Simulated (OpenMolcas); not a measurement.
**Mo⁵⁺ among point charges: CASSCF and CASPT2 levels and susceptibility**

How does a field of 5 point charges split the states of Mo⁵⁺, and what χT follows?

Program: OpenMolcas 26.06. Level of theory: state-averaged CASSCF and CASPT2, spin-orbit coupling by RASSI with atomic mean-field integrals. These are calculated values, not measurements, unless marked.

## Step 1: Starting point

| Item | Value |
| --- | --- |
| Species | Mo⁵⁺ (molybdenum, Z = 42, 37 electrons) |
| Basis | ANO-RCC-VDZP [6s5p3d1f], 43 functions |
| Scalar Hamiltonian | DKH2, point nucleus |
| Inactive shells | 1s 2s 2p 3s 3p 3d 4s 4p |
| Active space | 1 electron in 5 orbitals (4d) |
| Some configurations of this space | 4d |
| Orbitals | optimised for each spin and parity, averaged over all roots |

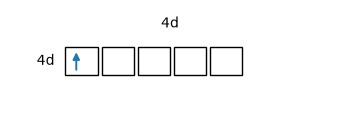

Outer shells as boxes.

The ion sits among 5 point charges of -2 e arranged as a square pyramid (C4v), 2.12 Å from the ion, with the axial distance 1.781 Å.

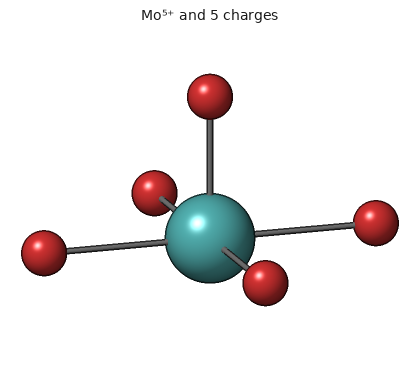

The ion and the point charges (red).

The work runs as a chain of OpenMolcas steps in one folder; each step below is one input file. Labels, J, g values, rates, χT and fits are worked out afterwards by a script from the matrices that RASSI stores.

## Step 2: One- and two-electron integrals

Input file a.inp:

```
&GATEWAY
Coord
1

Mo 0.0 0.0 0.0
Basis=ANO-RCC-VDZP
Group=NoSym
NoMove
AngMom=0.0 0.0 0.0
AMFI
XField
5 Angstrom 0
2.120000 0.000000 0.000000 -2.000000
0.000000 2.120000 0.000000 -2.000000
-2.120000 0.000000 0.000000 -2.000000
0.000000 -2.120000 0.000000 -2.000000
0.000000 0.000000 1.780800 -2.000000
&SEWARD
```

Launch:

```sh
$ OMP_NUM_THREADS=1 MOLCAS_MEM=1689 MOLCAS_PROJECT=a pymolcas a.inp > a.log
```

## Step 3: CASSCF: doublets, 5 roots

Input file a.inp:

```
&RASSCF
FileOrb=start.orb
Symmetry=1
Spin=2
nActEl=1 0 0
Inactive=18
Ras2=5
CIRoot=5 5 1
SDav=5
CIMx=300
Iter=120 100
PrWF=0.3
OrbListing=Nothing
MaxOrb=0
>>> COPY $Project.JobIph JOB001
```

start.orb holds the contracted functions of the basis, ordered by shell, or the orbitals of the step before.

## Step 4: RASSI: spin-orbit coupling between the states

Input file a.inp:

```
&RASSI
NrOfJobIphs=1 5
1 2 3 4 5
IphNames
JOB001
EJob
SpinOrbit
DIPRint=1.0
SOCoupling=1000.0
Subsets=2
Property=9
'ANGMOM' 1 'ANGMOM' 2 'ANGMOM' 3 'MLTPL  1' 1 'MLTPL  1' 2 'MLTPL  1' 3
'AMFI' 1 'AMFI' 2 'AMFI' 3
SOProperty=3
'ANGMOM' 1 'ANGMOM' 2 'ANGMOM' 3
```

## Step 5: CASPT2: IPEA 0.25, imaginary shift 0.1 (closed shells correlated: 4s 4p)

Input file a.inp:

```
>>> COPY JOB001 $Project.JobIph
&CASPT2
Multistate=5 1 2 3 4 5
NoMult
Frozen=14
IPEA=0.25
Imaginary=0.1
MaxIter=60
WThr=0.0 0.3 0.05
PrWF=0.5
NoMix
```

(Steps that only read results are left out.)

**Question.** What will these runs give? Wanted: spin-free ground state; first state of the same spin within the active space; lowest level; next level.

As calculated:

| quantity | value |
| --- | --- |
| method | SS-CASPT2, IPEA 0.25, imaginary shift 0.1 (closed shells correlated: 4s 4p) |
| spin-free ground state | doublet, 2-fold in its orbital part |
| first state of the same spin within the active space | doublet at 3450 cm⁻¹ |
| lowest level | 2-fold, g = 0.16, 1.15, 1.15 |
| next level | 1188.3 cm⁻¹ |
| χT at 300 K | 0.13 cm³ K/mol |
| effective moment at 300 K | 1.03 μB |

Cost by method:

| method | time of its own steps | time with the reference |
| --- | --- | --- |
| A. CASSCF | 1.9 s | 1.9 s |
| B. SS-CASPT2, IPEA 0.25, imaginary shift 0.1, +4s 4p | 0.72 s | 2.6 s |

Times are of one thread on a shared host.

What this shows: The spin-free ground state (doublet) comes to 100 % from free-ion D terms and keeps the highest spin of the shell. χT at 300 K is 0.13, against 0.38 cm³ K/mol for the spin alone, so orbital moment lowers it. The field of point charges can differ much from that of real complexes. Point charges carry no covalency, so the field is a model and not that of real ligands.
